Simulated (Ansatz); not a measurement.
**SnO (tin(ii) oxide) at 6 levels**

Wanted: a comparison of 6 runs (B2PLYP/STO-3G, HSE06/STO-3G, UB3LYP/STO-3G, wB97M-V/STO-3G, RPA@PBE/STO-3G, UMP2/STO-3G) of SnO (tin(ii) oxide). 

The results are computed with Ansatz 0.2.0.

53 further runs of the same task are left out: 19 that didn't finish, 34 set aside as unsound or not needed.

### Step 1. The structure to begin with

SnO: 2 atoms, total charge 0, spin state singlet. SMILES: `[O]=[Sn]`. The Sn2–O1 distance was set to 2.727 Å, away from the relaxed value.

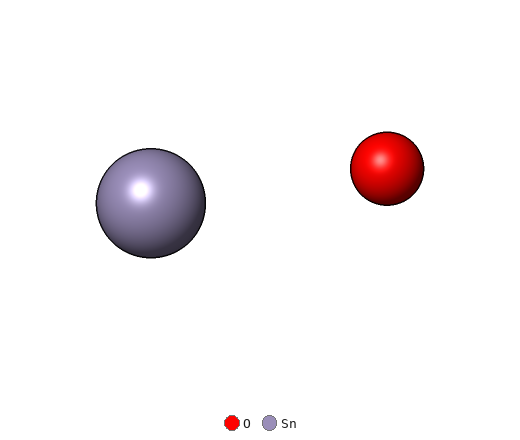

The structure, seen from a chosen angle (oxygen red, tin purple).

### Step 2. The energy at B2PLYP/STO-3G (run 1)

Contents of molecule.yaml:

```yaml
crystal:
  periodic: [false, false, false]
  atoms:
    - {symbol: O, position_ang: [-0.000000, 0.000000, -0.915940]}
    - {symbol: Sn, position_ang: [0.000000, -0.000000, 1.810660]}
basis:
  gaussian:
    orbitals: STO-3G
magnetization:
  spin_polarized: false
hamiltonian:
  xc: {name: B2PLYP}
correlation:
  frozen_orbitals: {O: 1, Sn: 18}
accuracy: high
```

On the command line:

```bash
$ ansatz run molecule.yaml --threads 1 --pin off --max-ram 3480MiB --events-out events.jsonl --progress --plain --runs-dir runs
```

Standard output:

```text
Warning: RAYON_NUM_THREADS=1 ignored (pool sized by the plan → 1); use --threads N
Functional definition: B2PLYP
  name "B2PLYP"
  parameter a = 0.53
  parameter c = 0.27
  exchange = (1 - a)*b88_x + a*exact_x
  correlation = (1 - c)*lyp_c + c*(mp2_os + mp2_ss)
547 factors; integrals over basis functions are off by at most 2.4e-8 eV
mean field evaluation 1: about -164295.3642 eV, gradient 4.0e1 eV
mean field evaluation 2: about -164295.3742 eV, gradient 4.0e1 eV
mean field evaluation 4: about -164287.5191 eV, gradient 3.1e1 eV
mean field evaluation 8: about -164318.0941 eV, gradient 3.1e0 eV
mean field evaluation 16: about -164318.4552 eV, gradient 3.1e-6 eV
mean field evaluation 32: about -164268.7200 eV, gradient 9.7e0 eV
mean field evaluation 64: about -164315.5206 eV, gradient 4.4e0 eV
mean field -164318.45521868 eV, -6038.5918502374 hartree, gradient 4.1e-8 eV, S^2 0.000000; 4 other end points of the search recorded, 0 dependent functions left out; unrestricted orbitals would lower it
19 core orbitals not correlated: weight in the atoms' cores, before any rotation towards them, 1.000 or more for the frozen orbitals, at most 0.000 for the correlated occupied ones
reference -164318.45523359 eV, -6038.5918507850 hartree; 10, 10 occupied and 3, 3 virtual orbitals, 547 factors
second order -5.79848537 eV of doubles, -0.00000000 eV of singles
Total energy: -164320.02082463 eV, -6038.6493851948 hartree
```

Wall time 2.9 s (1 thread of Arm Neoverse V2, shared host); peak memory 0.11 GiB.

### Step 3. A single-point energy at HSE06/STO-3G (run 2)

Contents of input.yaml:

```yaml
crystal:
  periodic: [false, false, false]
  atoms:
    - {symbol: O, position_ang: [-0.000000, 0.000000, -0.915940]}
    - {symbol: Sn, position_ang: [0.000000, -0.000000, 1.810660]}
basis:
  gaussian:
    orbitals: STO-3G
hamiltonian:
  xc: hse06
accuracy: high
```

On the command line:

```bash
$ ansatz run input.yaml --threads 1 --pin off --max-ram 3480MiB --events-out events.jsonl --progress --plain --runs-dir runs
```

Standard output:

```text
Warning: RAYON_NUM_THREADS=1 ignored (pool sized by the plan → 1); use --threads N
Functional definition: HSE06
  name "HSE06"
  parameter a = 0.25
  parameter omega = 0.11/bohr
  exchange = pbe_x - a*pbe_x_sr(omega) + a*exact_x_sr(omega)
  correlation = pbe_c
547 factors; integrals over basis functions are off by at most 2.4e-8 eV
42 factors; integrals over basis functions are off by at most 3.4e-10 eV
mean field evaluation 1: about -164303.7692 eV, gradient 4.4e1 eV
mean field evaluation 2: about -164153.4215 eV, gradient 4.0e1 eV
mean field evaluation 4: about -164287.5185 eV, gradient 2.8e1 eV
mean field evaluation 8: about -164326.6505 eV, gradient 5.0e-2 eV
mean field evaluation 16: about -164322.3416 eV, gradient 3.0e1 eV
mean field -164326.62434414 eV, -6038.8920600608 hartree, gradient 1.7e-8 eV, S^2 0.000000; 1 other end points of the search recorded, 0 dependent functions left out
reference -164326.62434569 eV, -6038.8920601175 hartree; 29, 29 occupied and 3, 3 virtual orbitals, 547 factors
Total energy: -164326.62434569 eV, -6038.8920601175 hartree
```

It took 1.6 s on 1 thread of Arm Neoverse V2, shared host; peak memory 0.1 GiB.

Run 3 isn't shown in full; the table further down has it.

### Step 4. The energy at wB97M-V/STO-3G (run 4)

Edit input.yaml of step 3 so:

```diff
@@ -9,3 +9,3 @@
 hamiltonian:
-  xc: hse06
+  xc: {name: wB97M-V}
 accuracy: high
```

On the command line:

```bash
$ ansatz run input.yaml --threads 1 --pin off --max-ram 3480MiB --events-out events.jsonl --progress --plain --runs-dir runs
```

Standard output, shortened:

```text
Warning: RAYON_NUM_THREADS=1 ignored (pool sized by the plan → 1); use --threads N
Functional definition: wB97M-V
  name "wB97M-V"
[...]
  gx(w, u) = 1 - cx + cx01*u + cx10*w
  gss(w, u) = css00 + css04*u^4 + css10*w + css20*w^2 + css43*w^4*u^3
  gos(w, u) = cos00 + cos10*w + (cos20 + cos21*u)*w^2 + (cos60 + cos61*u)*w^6
[...]
      + integral(e_c_pw_mod_opposite_spin*gos(b97_w_opposite, b97_u_opposite)) + vv10(b, c)
547 factors; integrals over basis functions are off by at most 2.4e-8 eV
121 factors; integrals over basis functions are off by at most 7.7e-10 eV
[...]
mean field -164337.76322416 eV, -6039.3014063512 hartree, gradient 6.8e-9 eV, S^2 0.000000; 1 other end points of the search recorded, 0 dependent functions left out
reference -164337.76322606 eV, -6039.3014064209 hartree; 29, 29 occupied and 3, 3 virtual orbitals, 547 factors
Total energy: -164337.76322606 eV, -6039.3014064209 hartree
```

It took 13 s on 1 thread of Arm Neoverse V2, shared host; peak memory 0.24 GiB.

Run 5 isn't shown in full; the table further down has it.

### Step 5. The energy at UMP2/STO-3G (run 6)

Contents of in.yaml:

```yaml
basis:
  gaussian: {orbitals: STO-3G}
crystal:
  periodic: [false, false, false]
  atoms:
    - {symbol: O, position_ang: [-0.000000, 0.000000, -0.915940]}
    - {symbol: Sn, position_ang: [0.000000, -0.000000, 1.810660]}
accuracy: high
magnetization: {spin_polarized: true, initial_magnetization: 0}
correlation: {method: mp2, frozen_orbitals: {O: 1, Sn: 18}}
```

On the command line:

```bash
$ ansatz run in.yaml --threads 1 --pin off --max-ram 3480MiB --events-out events.jsonl --progress --plain --runs-dir runs
```

Standard output, shortened:

```text
Warning: RAYON_NUM_THREADS=1 ignored (pool sized by the plan → 1); use --threads N
Functional definition: HF
  name "HF"
[...]
547 factors; integrals over basis functions are off by at most 2.4e-8 eV
[...]
mean field -164275.70406015 eV, -6037.0207741389 hartree, gradient 3.8e-9 eV, S^2 1.986806; 22 other end points of the search recorded, 0 dependent functions left out
19 core orbitals not correlated: weight in the atoms' cores, before any rotation towards them, 1.000 or more for the frozen orbitals, at most 0.000 for the correlated occupied ones
reference -164275.70406015 eV, -6037.0207741389 hartree; 10, 10 occupied and 3, 3 virtual orbitals, 547 factors
second order -0.21802103 eV of doubles, -0.00000000 eV of singles
Total energy: -164275.92208117 eV, -6037.0287862639 hartree
```

It took 3.6 s on 1 thread of Arm Neoverse V2, shared host; peak memory 0.11 GiB.

### Step 6. All runs side by side

```
run           level  frozen core orbitals   energy (Eh)  wall time
  1   B2PLYP/STO-3G                    19  -6038.649385      2.9 s
  2    HSE06/STO-3G                     –  -6038.892060      1.6 s
  3   UB3LYP/STO-3G                     –  -6039.275052      8.7 s
  4  wB97M-V/STO-3G                     –  -6039.301406       13 s
  5  RPA@PBE/STO-3G                    19  -6037.111687      5.4 s
  6     UMP2/STO-3G                    19  -6037.028786      3.6 s
```

### Step 7. Outcome

| quantity | value |
| --- | --- |
| run 6: total energy | -6037.02879 Eh |
| run 6: correlation energy (19 core orbitals frozen) | -8.0 mEh |
| run 6: ⟨S²⟩ of the reference determinant | 1.987 |

**Reading.** Totals of different functionals can't be ranked against each other. In runs 1, 5 the log says that unrestricted orbitals would lower the reference, so the values rest on an unstable closed-shell determinant (other closed-shell runs at this shape may share the fault). In runs 1, 2, 3, 4, 5, 6 the basis is minimal, so the values are rough. In runs 1, 2, 3, 4, 5, 6 relativity is left out where basis or elements ask for it. Spin contamination of the reference: run 6 ⟨S²⟩ = 1.99, run 3 ⟨S²⟩ = 1.32. Where it is this large, the reference is a mixture of spin states, and values that rest on it are in doubt. All runs together took 35 s, the longest 13 s.
